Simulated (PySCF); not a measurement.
C2H7F3OSi2

```csv
atom,x (Å),y (Å),z (Å)
F,2.9597,0.1743,1.5287
C,2.6060,0.4155,0.2523
F,2.3820,1.7408,0.1699
F,3.7171,0.1863,-0.4823
Si,1.1358,-0.6660,-0.3824
O,-0.0394,-0.1498,0.5674
C,-1.4088,-0.5032,0.6271
Si,-2.4628,0.6093,-0.5215
H,1.5139,-2.0613,-0.1735
H,0.9750,-0.3550,-1.8008
H,-1.7123,-0.3818,1.6698
H,-1.5228,-1.5604,0.3745
H,-3.8434,0.1453,-0.3782
H,-2.3102,1.9963,-0.0957
H,-1.9942,0.4178,-1.8943
```

Geometry: GFN2-xTB.

All numbers below come from PBE0/pcSseg-1, SCF density, gas phase, non-relativistic (PySCF 2.14.0).

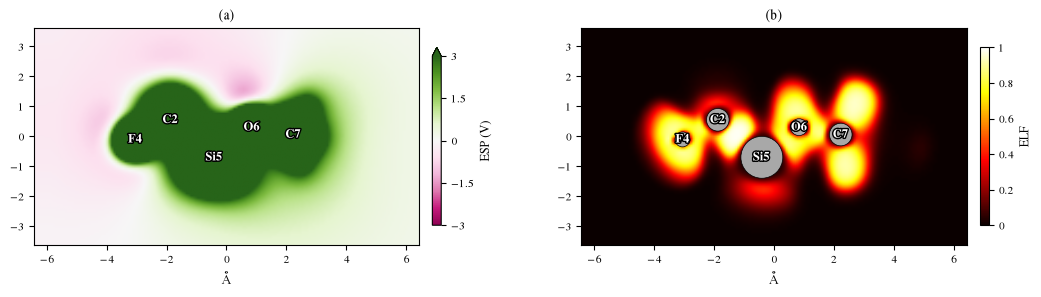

Figure 1. (a) molecular electrostatic potential; (b) ELF on the plane of atoms Si5, O6 and C7. Grey discs cover the atomic cores in the ELF map.

> Describe what can be read from this map.

- Atoms in the plane: C, F, Si and O.
- C–F (1.35 Å): the ELF peaks at about 0.85 between the atoms; a polar covalent bond.
- C–O (1.42 Å): the ELF peaks at about 0.85 between the atoms (a polar covalent bond).
- Si–O (1.60 Å): the ELF peaks at about 0.85 between the atoms: a short, strongly polar bond.
- C–Si (1.93 Å): the ELF peaks at about 1 between the atoms; a covalent bond.
- The ELF also peaks beside F4 and O6, away from the bonds: lone-pair regions.
- Outside the dense part of the molecule the potential is most negative (−1.3 V) near O6.

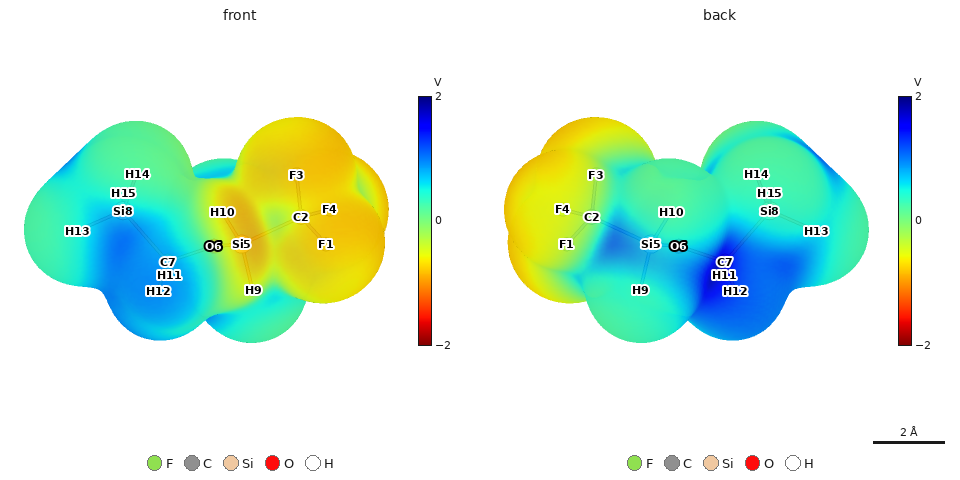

Figure 2. The electrostatic potential painted on the density surface at 0.001 e/bohr³, seen from the front and from behind; red is negative and blue positive.

> Describe the electrostatic potential map.

The most negative region (about −0.9 V) lies over F3 and O6, the most positive (about +1.7 V) over Si5.
